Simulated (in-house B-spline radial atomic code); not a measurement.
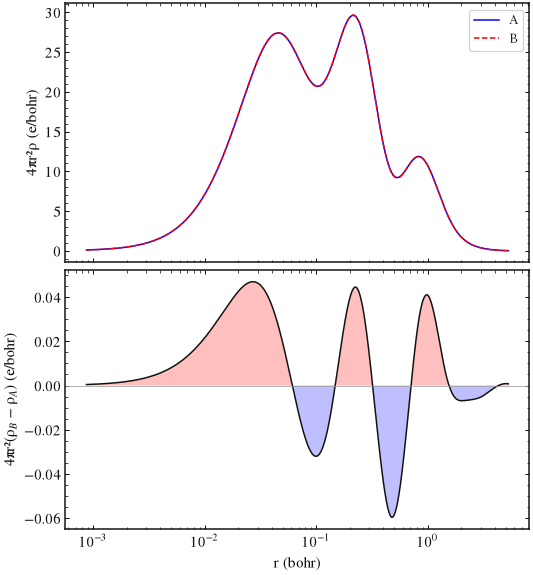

V⁺ (Z = 23, 22 electrons) in [Ar] 3d4 (high spin) was computed by two methods: LDA (PW92); PBEsol. Both runs are scalar-relativistic, spin-polarised and spherical. Computed with an in-house B-spline radial code.

The plot shows both radial densities and the radial density of run B less that of run A; on the logarithmic r axis, areas aren't charges.

A is LDA (PW92) and B is PBEsol.

> How do the two densities differ?

B holds 0.027 electrons more than A where the difference is positive (most at r = 0.027 bohr) and as many fewer where it is negative (most at r = 0.48 bohr), out of 22 electrons.
